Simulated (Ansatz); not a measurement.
# Geometry relaxation, with input and output: C2H3Cl (part 2 of 2)

Continued. System: C2H3Cl (disordered cell, 24 atoms in the cell). Method: DFT PBE-D3(BJ), scalar-relativistic, plane waves, PAW, no spin polarisation (Ansatz 0.2.0); cutoff 420 eV, 1×1×1 k-mesh, Fermi–Dirac smearing of 0.05 eV. It belongs to a series of runs on one base structure; here: start relaxed.

Geometry of the input (Å; fractional positions):
```
7.8514  0.0000  0.0000
0.0000  7.8514  0.0000
0.0000  0.0000  7.8514
Cl 0.1835  0.3019  0.5346
H  0.3421  0.3118  0.4984
Cl 0.6984  0.4328  0.1257
H  0.8448  0.4169  0.0557
Cl 1.0585  0.5866  0.2164
H  0.9071  0.6424  0.2400
Cl 0.1226  0.1178  0.1192
H  0.0040  0.2167  0.0669
C  0.4238  0.9312  0.3046
C  0.4265  0.9354  0.1497
H  0.4289  0.9392  0.0141
H  0.4215  0.9275  0.4402
C  0.8833  0.7606  0.5290
C  0.7389  0.7241  0.4865
H  0.6123  0.6922  0.4493
H  1.0099  0.7925  0.5662
C  0.8591  0.1321  0.8272
C  0.8806  0.2661  0.7525
H  0.8994  0.3835  0.6871
H  0.8403  0.0146  0.8926
C  0.5548  0.3866  0.7131
C  0.4716  0.4545  0.8247
H  0.3986  0.5140  0.9225
H  0.6278  0.3271  0.6153
```

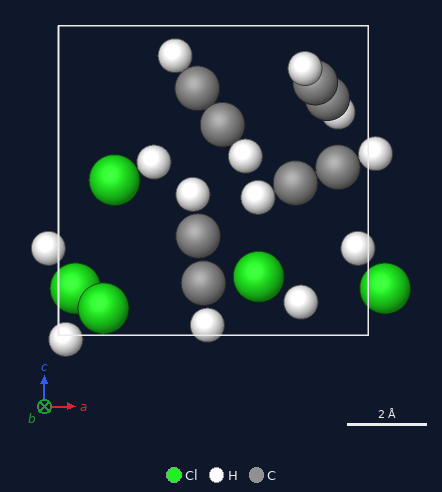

Fig. 1: The geometry at step 7 of the log (spheres-only view of the cell of the calculation, along the b axis).

**Output, continued**
```
--- Forces (eV/Å), atoms counted from 1 ---
  atom   1  Cl     0.02213100     0.01042189     0.02799651
  atom   2  H     -0.00537113    -0.00156637    -0.02399329
  atom   3  Cl    -0.00292115     0.00234212    -0.01102288
  atom   4  H     -0.03284613    -0.01213603     0.03799356
  atom   5  Cl     0.02112116     0.09413791     0.12297796
  atom   6  H      0.00892959    -0.09605886    -0.15559053
  atom   7  Cl    -0.03351369     0.00899330    -0.03782560
  atom   8  H      0.03349162    -0.02277999     0.00701863
  atom   9  C      0.00897920    -0.08963497    -0.14140921
  atom  10  C     -0.02690919     0.06921920     0.16241511
  atom  11  H     -0.01410150    -0.00900182     0.11406663
  atom  12  H      0.02414514    -0.02243077    -0.10124918
  atom  13  C     -0.03044779     0.00605273    -0.05773777
  atom  14  C      0.03525586     0.00441592     0.01797344
  atom  15  H      0.06063991     0.05897042     0.02405211
  atom  16  H     -0.01532819    -0.02377393     0.00140875
  atom  17  C      0.04342609     0.05417175    -0.02276999
  atom  18  C     -0.04085168    -0.06133885     0.03884869
  atom  19  H     -0.00828396    -0.03825080    -0.01544698
  atom  20  H     -0.01533267     0.03025543    -0.00771480
  atom  21  C     -0.07920793     0.05153341     0.20712617
  atom  22  C      0.09779888    -0.00685797    -0.19859805
  atom  23  H      0.03160276    -0.03205680    -0.09194226
  atom  24  H     -0.08242253     0.02558377     0.10371296
  max |Σ_I F_I| component: 2.90e-4 eV/Å
--- Relaxed structure (14 steps of the walk, 14 accepted, 0 SCFs on fresh bases) ---
  F+E_penalty+E_count = -6512.21154101 eV   max|allowed force component| = 2.071e-1 eV/Å
  atoms:
    - { symbol: Cl, position: [0.1803297964768733, 0.28681058095502016, 0.4688477615652889] }
    - { symbol: H, position: [0.2710130317684666, 0.35561823889870914, 0.5908361363855161] }
    - { symbol: Cl, position: [0.6478316934828781, 0.36434274339435796, 0.24383632401029626] }
    - { symbol: H, position: [0.785746752521562, 0.43665885899832324, 0.18323180242817969] }
    - { symbol: Cl, position: [1.0042288469676217, 0.6014867305645306, 0.10793373215304408] }
    - { symbol: H, position: [0.9903861581800654, 0.6771197359851827, 0.2579851257031839] }
    - { symbol: Cl, position: [0.1908981140657795, 0.11440006861835195, 0.006779265222110425] }
    - { symbol: H, position: [0.05085769184881419, 0.14464126810230518, -0.07932894421855324] }
    - { symbol: C, position: [0.4434845566209305, 0.9123969933731215, 0.3401598470360242] }
    - { symbol: C, position: [0.4629516671715894, 0.8444760424330832, 0.20324055364558782] }
    - { symbol: H, position: [0.47778028889550994, 0.7870425462063616, 0.08000868100451386] }
    - { symbol: H, position: [0.4252740658372112, 0.9764779714575039, 0.45970421830901753] }
    - { symbol: C, position: [0.9723094960133039, 0.7808974280442684, 0.5321615333344973] }
    - { symbol: C, position: [0.8329687574667424, 0.7526595399569678, 0.472688255409133] }
    - { symbol: H, position: [0.7085395093052212, 0.7330438186702429, 0.4183928769707691] }
    - { symbol: H, position: [1.0951316158867217, 0.809215900806025, 0.5848719710048425] }
    - { symbol: C, position: [0.7915117950748953, 0.10802049221402084, 0.8249503554821495] }
    - { symbol: C, position: [0.837735518196572, 0.23840414663271034, 0.7573467537754807] }
    - { symbol: H, position: [0.8792602110292793, 0.35314636392807586, 0.6959066463450022] }
    - { symbol: H, position: [0.7517625711287769, -0.007556654436542828, 0.885798450451423] }
    - { symbol: C, position: [0.4947113536256941, 0.48444792043077495, 0.680284067744164] }
    - { symbol: C, position: [0.4229133993873219, 0.48908063775776095, 0.8169925872497241] }
    - { symbol: H, position: [0.3601789171598716, 0.4886740950266365, 0.9388840550487917] }
    - { symbol: H, position: [0.5603210918882963, 0.47666323198220695, 0.5598604439398122] }
```

**Trajectory as extended XYZ (Å, eV, eV/Å), 9 of the 14 frames kept, from step=1 to step=14**
```
24
Lattice="7.8514 0.0000 0.0000 0.0000 7.8514 0.0000 0.0000 0.0000 7.8514" Properties=species:S:1:pos:R:3:forces:R:3 step=1 energy=-6510.61993
Cl    1.4404    2.3700    4.1977   -0.2162  -0.2389  -0.0546
H     2.6859    2.4483    3.9134    0.2787   0.1077  -0.0486
Cl    5.4833    3.3985    0.9866   -0.6803  -0.1355   0.5556
H     6.6325    3.2733    0.4371    0.2379   0.0357  -0.2201
Cl    8.3105    4.6056    1.6987    1.0329  -0.0058  -0.3438
H     7.1223    5.0436    1.8847   -0.3529   0.2281   0.1872
Cl    0.9626    0.9246    0.9358    0.1710  -0.0934   0.2572
H     0.0314    1.7012    0.5255   -0.2450   0.1604  -0.1936
C     3.3278    7.3113    2.3912    0.1145  -0.0421  -1.1115
C     3.3489    7.3446    1.1757    0.2937  -0.2388   1.1768
H     3.3674    7.3737    0.1103    0.0229   0.0275  -0.1799
H     3.3093    7.2821    3.4565   -0.0631   0.0741   0.1754
C     6.9352    5.9716    4.1531   -1.1126  -0.1850  -0.1200
C     5.8012    5.6855    3.8197    0.9206   0.2332   0.4248
H     4.8073    5.4347    3.5274   -0.1278  -0.0769  -0.0548
H     7.9291    6.2224    4.4454    0.1930   0.0796   0.0126
C     6.7451    1.0370    6.4945    0.0913   0.8121  -0.6617
C     6.9138    2.0892    5.9084    0.0317  -1.0122   0.6268
H     7.0616    3.0114    5.3947    0.0429   0.2125  -0.0275
H     6.5973    0.1148    7.0082   -0.0617  -0.1814   0.0501
C     4.3562    3.0356    5.5988   -0.9066   0.6748   0.5681
C     3.7025    3.5686    6.4749    0.5268  -0.4142  -1.0090
H     3.1296    4.0358    7.2428   -0.1372   0.0429   0.1009
H     4.9290    2.5683    4.8309   -0.0657  -0.0649  -0.1144
24
Lattice="7.8514 0.0000 0.0000 0.0000 7.8514 0.0000 0.0000 0.0000 7.8514" Properties=species:S:1:pos:R:3:forces:R:3 step=3 energy=-6511.11669
Cl    1.4300    2.1397    4.0965    0.7671   0.1571  -0.1436
H     2.6678    2.5649    3.9313   -0.7699  -0.1805   0.1501
Cl    5.3916    3.2741    1.2751    0.5679  -0.0553  -0.4293
H     6.4179    3.3392    0.4340   -0.7680  -0.0163   0.5752
Cl    8.4888    4.7674    1.4235   -0.9272   0.3007   0.3950
H     7.3218    5.0592    2.0377    1.0734  -0.2002  -0.3960
Cl    0.9493    0.9413    0.9850   -0.1288   0.0754  -0.1053
H     0.0288    1.6641    0.4257    0.0983  -0.1066  -0.0204
C     3.3902    7.2927    2.4015    0.0457  -0.0394   0.3753
C     3.4570    7.2918    1.1997    0.1953  -0.1008  -0.2990
H     3.4950    7.3083    0.1286    0.0170   0.0079   0.0631
H     3.3188    7.3048    3.4711   -0.0281   0.0597  -0.0812
C     6.9216    5.9882    4.2049    0.4236   0.0987   0.1342
C     5.8081    5.6665    3.8779   -0.3261  -0.1659  -0.0965
H     4.8218    5.3806    3.5745    0.0374   0.0038   0.0107
H     7.9187    6.2709    4.4807   -0.0496   0.0386  -0.0130
C     6.7245    0.9955    6.4541   -0.1364  -0.3039   0.0503
C     6.9279    2.0643    5.9354    0.0678   0.3298  -0.0389
H     7.0992    3.0181    5.4724    0.0173  -0.0865   0.0651
H     6.5451    0.0501    6.9262   -0.0043   0.0075  -0.0484
C     4.2627    3.1143    5.5209    0.1191  -0.0719  -0.4344
C     3.6337    3.6332    6.4039   -0.2662   0.2912   0.3228
H     3.0764    4.0841    7.1996   -0.0170  -0.0244  -0.0112
H     4.8332    2.6383    4.7518   -0.0088  -0.0185  -0.0242
24
Lattice="7.8514 0.0000 0.0000 0.0000 7.8514 0.0000 0.0000 0.0000 7.8514" Properties=species:S:1:pos:R:3:forces:R:3 step=4 energy=-6511.30418
Cl    1.4373    2.0292    4.0776    0.6325   0.2686  -0.1304
H     2.5918    2.6537    3.9721   -0.6437  -0.2819   0.1391
Cl    5.2826    3.1469    1.3795    0.3856   0.0346  -0.3037
H     6.2431    3.3714    0.5113   -0.4578  -0.0917   0.4047
Cl    8.5388    4.8291    1.4020   -0.4337   0.0590   0.1251
H     7.4370    5.1280    2.0640    0.4438  -0.0564  -0.1109
Cl    0.9759    0.8937    0.9063    0.0463  -0.0251   0.0207
H     0.0561    1.6083    0.3507   -0.0656   0.0164  -0.1305
C     3.4329    7.2936    2.4184    0.0767  -0.0487  -0.0900
C     3.5277    7.2681    1.2150    0.1588  -0.0904   0.1329
H     3.5920    7.2615    0.1459    0.0080   0.0154   0.0294
H     3.3369    7.3277    3.4842   -0.0263   0.0600  -0.0227
C     6.9566    5.9934    4.2151    0.0209  -0.0191   0.0167
C     5.8486    5.6419    3.8856    0.0761  -0.0320   0.0188
H     4.8700    5.3323    3.5834    0.0050   0.0039  -0.0174
H     7.9432    6.3035    4.4944   -0.0006   0.0520   0.0041
C     6.6851    0.9704    6.4257   -0.0891   0.0880  -0.1247
C     6.9167    2.0573    5.9489   -0.0542  -0.0576   0.1418
H     7.1151    3.0225    5.5247    0.0202  -0.0543   0.0260
H     6.4825    0.0112    6.8579   -0.0006   0.0010  -0.0336
C     4.2262    3.1773    5.4846   -0.0894   0.1152  -0.0825
C     3.5981    3.6894    6.3781   -0.0122   0.0902  -0.0192
H     3.0434    4.1320    7.1786   -0.0407  -0.0061   0.0423
H     4.7924    2.7091    4.7080    0.0403  -0.0408  -0.0363
24
Lattice="7.8514 0.0000 0.0000 0.0000 7.8514 0.0000 0.0000 0.0000 7.8514" Properties=species:S:1:pos:R:3:forces:R:3 step=6 energy=-6511.58236
Cl    1.3953    1.9660    3.9845    0.6255   0.4128   0.0499
H     2.4705    2.7081    4.2073   -0.6059  -0.3686   0.0800
Cl    5.1266    3.0001    1.4597    0.0841  -0.0142  -0.0925
H     6.1445    3.2782    0.6987   -0.1174  -0.0126   0.2134
Cl    8.3913    4.7590    1.2590   -0.3740   0.1138   0.2307
H     7.5386    5.1997    2.1697    0.3207  -0.1022  -0.2380
Cl    1.1059    0.9464    0.7898   -0.2456   0.1369  -0.3097
H     0.1786    1.4529    0.0089    0.2328  -0.1781   0.1012
C     3.5176    7.2845    2.4961    0.0645  -0.0647  -0.2599
C     3.6416    7.1990    1.2964    0.0812  -0.0639   0.3016
H     3.7304    7.1412    0.2304   -0.0068   0.0102   0.0548
H     3.3939    7.3766    3.5556   -0.0123   0.0494  -0.0244
C     7.0470    6.0210    4.2597   -0.1045  -0.0791  -0.0685
C     5.9597    5.6464    3.8822    0.2454   0.0316   0.0596
H     4.9993    5.3210    3.5381    0.0097   0.0188  -0.0483
H     8.0122    6.3564    4.5823   -0.0011   0.0496   0.0135
C     6.5540    0.9338    6.4133   -0.0199   0.2679  -0.1220
C     6.8334    2.0397    6.0043   -0.0837  -0.2627   0.1753
H     7.0809    3.0178    5.6376    0.0148  -0.0740   0.0169
H     6.3146   -0.0439    6.7840    0.0030   0.0445  -0.0321
C     4.1927    3.3358    5.3773   -0.1905   0.1075   0.0337
C     3.5467    3.8059    6.2847    0.0686  -0.0032  -0.1395
H     2.9775    4.2051    7.0993   -0.0227  -0.0128   0.0444
H     4.7773    2.9008    4.5928    0.0320  -0.0063  -0.0415
24
Lattice="7.8514 0.0000 0.0000 0.0000 7.8514 0.0000 0.0000 0.0000 7.8514" Properties=species:S:1:pos:R:3:forces:R:3 step=7 energy=-6511.72431
Cl    1.4221    1.9788    3.9352    0.5742   0.4354   0.1327
H     2.4211    2.7320    4.3931   -0.5619  -0.3966  -0.0343
Cl    5.0778    2.9401    1.4845    0.0449  -0.0176  -0.0555
H     6.1477    3.3070    0.8412   -0.0546   0.0141   0.1894
Cl    8.2844    4.7413    1.1876   -0.3013   0.1289   0.2583
H     7.5954    5.2371    2.2052    0.2264  -0.1299  -0.2918
Cl    1.1405    0.9411    0.6829   -0.2131   0.1282  -0.2469
H     0.1859    1.3967   -0.1035    0.2598  -0.1713   0.1249
C     3.5429    7.2747    2.5183    0.0449  -0.0653  -0.2760
C     3.6776    7.1682    1.3217    0.0560  -0.0561   0.2765
H     3.7752    7.0932    0.2581   -0.0068   0.0050   0.0412
H     3.4090    7.3877    3.5738   -0.0109   0.0507   0.0083
C     7.0872    6.0335    4.2619   -0.1190  -0.0890  -0.0889
C     6.0111    5.6487    3.8615    0.2743   0.0470   0.0841
H     5.0597    5.3166    3.4977    0.0126   0.0170  -0.0599
H     8.0406    6.3809    4.6062   -0.0015   0.0537   0.0198
C     6.5118    0.9254    6.4093   -0.0280   0.2620  -0.1314
C     6.8169    2.0289    6.0143   -0.1013  -0.2522   0.1266
H     7.0902    3.0033    5.6588    0.0098  -0.0433   0.0026
H     6.2528   -0.0513    6.7666   -0.0062   0.0164  -0.0154
C     4.1599    3.3747    5.3405   -0.1818   0.0943   0.0714
C     3.5211    3.8284    6.2626    0.0910  -0.0228  -0.1623
H     2.9589    4.2112    7.0908   -0.0185  -0.0185   0.0438
H     4.7400    2.9533    4.5437    0.0213   0.0116  -0.0340
24
Lattice="7.8514 0.0000 0.0000 0.0000 7.8514 0.0000 0.0000 0.0000 7.8514" Properties=species:S:1:pos:R:3:forces:R:3 step=9 energy=-6511.95645
Cl    1.4024    2.0511    3.8288    0.3819   0.3143   0.2611
H     2.2763    2.7112    4.5837   -0.3520  -0.2677  -0.2077
Cl    5.0436    2.8614    1.5841    0.2141   0.0904  -0.0637
H     6.1682    3.3889    1.1529   -0.1964  -0.0805   0.1591
Cl    8.0762    4.7462    1.0339   -0.1073   0.0131   0.0308
H     7.6126    5.2740    2.1463    0.0561  -0.0091  -0.0535
Cl    1.3079    0.9749    0.5065   -0.0796   0.0432  -0.1462
H     0.3087    1.3108   -0.2756    0.0914  -0.0626   0.0257
C     3.5536    7.2445    2.5879    0.0083  -0.0632  -0.2132
C     3.7206    7.0283    1.4107    0.0085  -0.0119   0.2496
H     3.8455    6.8601    0.3611   -0.0026  -0.0212   0.0201
H     3.3903    7.4602    3.6240    0.0057   0.0339  -0.0125
C     7.2135    6.0760    4.2545   -0.0625  -0.0528  -0.0778
C     6.1524    5.7181    3.7952    0.1525  -0.0169   0.0549
H     5.2100    5.4185    3.3758    0.0531   0.0412  -0.0145
H     8.1519    6.4074    4.6529   -0.0082   0.0398   0.0107
C     6.4102    0.9036    6.4370   -0.0064   0.0848  -0.0463
C     6.7371    1.9931    6.0277   -0.0382  -0.1204   0.0649
H     7.0319    2.9541    5.6581    0.0088   0.0072  -0.0179
H     6.1343   -0.0621    6.8083   -0.0165  -0.0032  -0.0037
C     4.0990    3.4644    5.2684   -0.1178   0.0639   0.1141
C     3.4809    3.8234    6.2458    0.0586  -0.0231  -0.1450
H     2.9384    4.1180    7.1240    0.0109  -0.0387   0.0115
H     4.6646    3.1252    4.4198   -0.0535   0.0409  -0.0125
24
Lattice="7.8514 0.0000 0.0000 0.0000 7.8514 0.0000 0.0000 0.0000 7.8514" Properties=species:S:1:pos:R:3:forces:R:3 step=11 energy=-6512.09913
Cl    1.3823    2.1737    3.7599    0.0801   0.0615   0.0524
H     2.1729    2.7379    4.6463   -0.0788  -0.0471  -0.0652
Cl    5.0320    2.8200    1.7499    0.0959   0.0630  -0.0020
H     6.1353    3.4235    1.3806   -0.0602  -0.0520   0.0104
Cl    7.9521    4.7932    0.9061   -0.1400   0.0805   0.3024
H     7.6692    5.2896    2.1052    0.1138  -0.0808  -0.2875
Cl    1.4768    1.0167    0.2127   -0.1100   0.0158  -0.1039
H     0.3842    1.2250   -0.4911    0.1261  -0.0246   0.0469
C     3.5329    7.2117    2.6444    0.0470  -0.1712  -0.4709
C     3.7158    6.8324    1.5064   -0.0837   0.1562   0.5173
H     3.8548    6.5223    0.4871   -0.0237  -0.0028   0.1555
H     3.3578    7.5766    3.6414    0.0438  -0.0392  -0.1713
C     7.3983    6.1211    4.2458   -0.0494  -0.0277  -0.0730
C     6.3451    5.7766    3.7609    0.1169  -0.0182   0.0317
H     5.4080    5.5038    3.3156   -0.0389   0.0503  -0.0102
H     8.3253    6.4488    4.6692    0.0478   0.0278   0.0315
C     6.3112    0.8642    6.4453    0.0177   0.0178  -0.0002
C     6.6565    1.9359    6.0077   -0.0057   0.0490  -0.0093
H     6.9680    2.8836    5.6097   -0.0316  -0.0852   0.0139
H     6.0185   -0.0855    6.8434   -0.0230  -0.0120   0.0010
C     3.9803    3.6090    5.2536   -0.2776   0.1452   0.5799
C     3.4245    3.8080    6.3190    0.2715  -0.0843  -0.5302
H     2.9397    3.9541    7.2720    0.0838  -0.0705  -0.1748
H     4.4887    3.4095    4.3210   -0.1224   0.0480   0.1536
24
Lattice="7.8514 0.0000 0.0000 0.0000 7.8514 0.0000 0.0000 0.0000 7.8514" Properties=species:S:1:pos:R:3:forces:R:3 step=12 energy=-6512.13994
Cl    1.3938    2.2152    3.6937    0.0546   0.0483   0.0825
H     2.1171    2.7561    4.6464   -0.0392  -0.0342  -0.0773
Cl    5.0457    2.8410    1.8541    0.0282  -0.0012  -0.0465
H     6.1379    3.4019    1.3862   -0.0699  -0.0046   0.0961
Cl    7.8475    4.7318    0.9027    0.0634   0.2660   0.3368
H     7.7510    5.3628    2.0763   -0.0284  -0.2771  -0.4039
Cl    1.5301    0.9973    0.0853   -0.1223   0.0063  -0.0827
H     0.4138    1.1955   -0.5832    0.1160  -0.0344   0.0470
C     3.5272    7.1864    2.6670    0.0212  -0.1766  -0.4065
C     3.6983    6.7265    1.5571   -0.0878   0.1714   0.4100
H     3.8276    6.3439    0.5587   -0.0275   0.0301   0.2318
H     3.3641    7.6241    3.6384    0.0540  -0.0737  -0.2189
C     7.4960    6.1480    4.2311    0.0324   0.0148  -0.0455
C     6.4321    5.8419    3.7433    0.0423  -0.0152   0.0211
H     5.4825    5.6073    3.2952    0.0534   0.0639   0.0275
H     8.4338    6.4448    4.6600   -0.0351  -0.0132  -0.0003
C     6.2644    0.8414    6.4461    0.0320   0.0093   0.0162
C     6.6103    1.9040    5.9862   -0.0211  -0.0425   0.0314
H     6.9214    2.8408    5.5685   -0.0099  -0.0110  -0.0302
H     5.9701   -0.1006    6.8641   -0.0136   0.0277  -0.0161
C     3.9300    3.6898    5.2876   -0.1974   0.0917   0.4416
C     3.3913    3.8104    6.3726    0.2030  -0.0388  -0.4304
H     2.9209    3.8846    7.3426    0.1014  -0.0579  -0.2323
H     4.4233    3.5568    4.3321   -0.1508   0.0504   0.2466
24
Lattice="7.8514 0.0000 0.0000 0.0000 7.8514 0.0000 0.0000 0.0000 7.8514" Properties=species:S:1:pos:R:3:forces:R:3 step=14 energy=-6512.21154
Cl    1.4158    2.2519    3.6811    0.0221   0.0104   0.0280
H     2.1278    2.7921    4.6389   -0.0054  -0.0016  -0.0240
Cl    5.0864    2.8606    1.9145   -0.0029   0.0023  -0.0110
H     6.1692    3.4284    1.4386   -0.0328  -0.0121   0.0380
Cl    7.8846    4.7225    0.8474    0.0211   0.0941   0.1230
H     7.7759    5.3164    2.0256    0.0089  -0.0961  -0.1556
Cl    1.4988    0.8982    0.0532   -0.0335   0.0090  -0.0378
H     0.3993    1.1356   -0.6228    0.0335  -0.0228   0.0070
C     3.4820    7.1636    2.6707    0.0090  -0.0896  -0.1414
C     3.6348    6.6303    1.5957   -0.0269   0.0692   0.1624
H     3.7513    6.1794    0.6282   -0.0141  -0.0090   0.1141
H     3.3390    7.6667    3.6093    0.0241  -0.0224  -0.1012
C     7.6340    6.1312    4.1782   -0.0304   0.0061  -0.0577
C     6.5400    5.9094    3.7113    0.0353   0.0044   0.0180
H     5.5630    5.7554    3.2850    0.0606   0.0590   0.0241
H     8.5983    6.3535    4.5921   -0.0153  -0.0238   0.0014
C     6.2145    0.8481    6.4770    0.0434   0.0542  -0.0228
C     6.5774    1.8718    5.9463   -0.0409  -0.0613   0.0388
H     6.9034    2.7727    5.4639   -0.0083  -0.0383  -0.0154
H     5.9024   -0.0593    6.9548   -0.0153   0.0303  -0.0077
C     3.8842    3.8036    5.3412   -0.0792   0.0515   0.2071
C     3.3205    3.8400    6.4146    0.0978  -0.0069  -0.1986
H     2.8279    3.8368    7.3716    0.0316  -0.0321  -0.0919
H     4.3993    3.7425    4.3957   -0.0824   0.0256   0.1037
```
